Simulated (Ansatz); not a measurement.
Three curves of one kind of scan: energy against volume (even scaling of the relaxed cell, symmetry kept). Level of theory: PBEsol (plane waves to 420 eV, PAW, scalar-relativistic; Ansatz, a program for electronic structure). Each is measured from its own zero (the relaxed starting cell). 

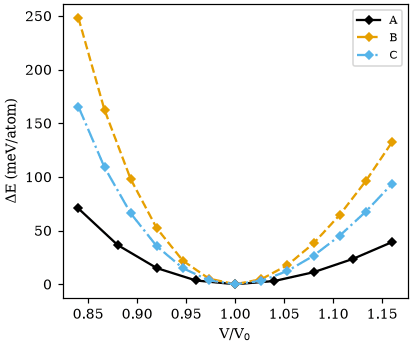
Curves A, B and C.

Match the curves to these crystals:
- Na$_{2}$MgPb (space group P6_3/mmc), a = b = 5.0943 Å, c = 10.0879 Å, α = β = 90.00°, γ = 120.00°
- TiHg (space group P4/mmm), a = b = 2.9628 Å, c = 4.0630 Å, α = β = γ = 90.00°
- La₂InCu₂ (space group P4/mbm), a = 7.7041 Å, b = 7.7041 Å, c = 3.9147 Å, α = 90.00°, β = 90.00°, γ = 90.00°

A is Na2MgPb; B is TiHg; C is La2InCu2.

All were relaxed with their symmetry unable to fall. La2InCu2 is run without spin polarisation. Spin-orbit coupling is left out. TiHg is run without spin polarisation.

(A scan under strain: stresses follow from slopes of the energy per volume, elastic moduli from its curvatures.)
